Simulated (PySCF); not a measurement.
SMILES CCBCC (C4H11B), singlet at its GFN2-xTB optimised geometry (Å):

```
16

B     -0.2685    -0.5676     0.0000
H     -0.8153    -1.6060    -0.0044
C     -1.0941     0.7727     0.0000
C     -2.6171     0.6312     0.0247
H     -0.8123     1.3623    -0.8790
H     -0.7860     1.3879     0.8517
H     -2.9360     0.0997     0.9184
H     -2.9626     0.0722    -0.8419
H     -3.1028     1.6060     0.0170
C      1.3081    -0.5676     0.0000
C      2.0216     0.7842     0.0178
H      1.6511    -1.1320    -0.8741
H      1.6547    -1.1569     0.8559
H      1.7533     1.3483     0.9081
H      1.7478     1.3749    -0.8533
H      3.1028     0.6545     0.0127
```

Method: B3LYP/def2-TZVP (PySCF). Cells within 0.4 Å of a nucleus heavier than hydrogen are left out (blank, or x).

Map of the electron localisation function on the plane z = 0.0 Å:

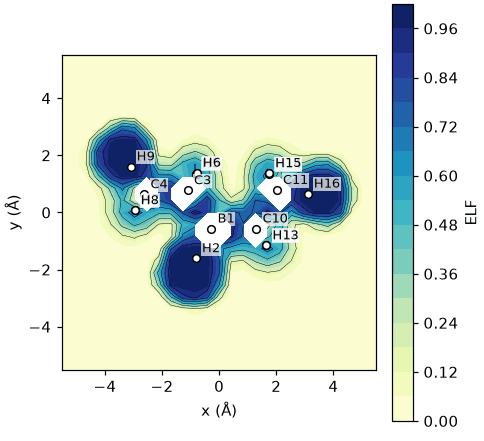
Electron localisation function on the plane z = 0.0 Å.
